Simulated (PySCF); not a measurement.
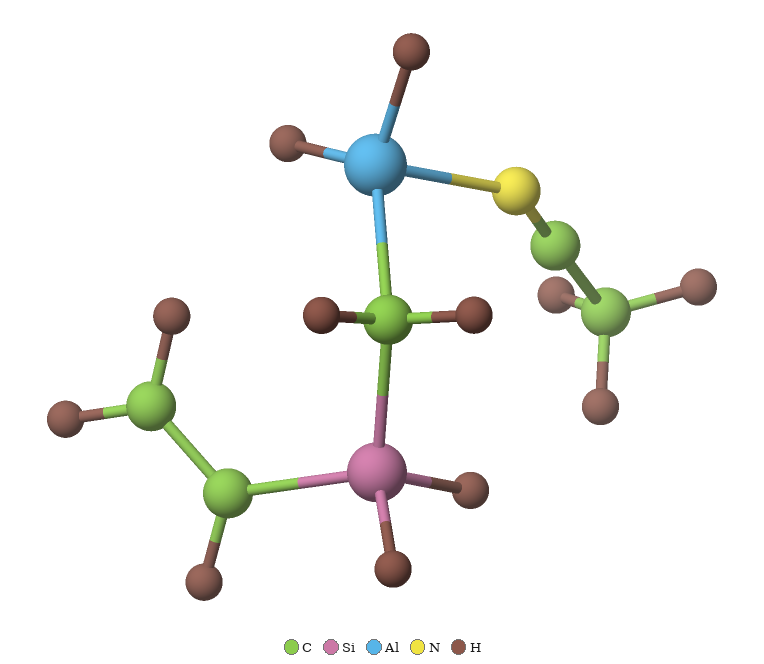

The computed structure is the end point of a GFN2-xTB optimisation. No frequency run is at hand to confirm it as a minimum. Method: PBE0/pcSseg-1, gas phase (PySCF 2.14.0).

**Give the HOMO energy (Kohn–Sham orbital) at this level.**

−7.06 eV.

**What is the HOMO–LUMO gap?**

6.15 eV.

**What is the dipole moment?**

6.69 D.

The geometry is semi-empirical. Around Al, Si such bond lengths and angles can be off by a tenth of an ångström or more and by several degrees, and values that hang on the shape move with them.
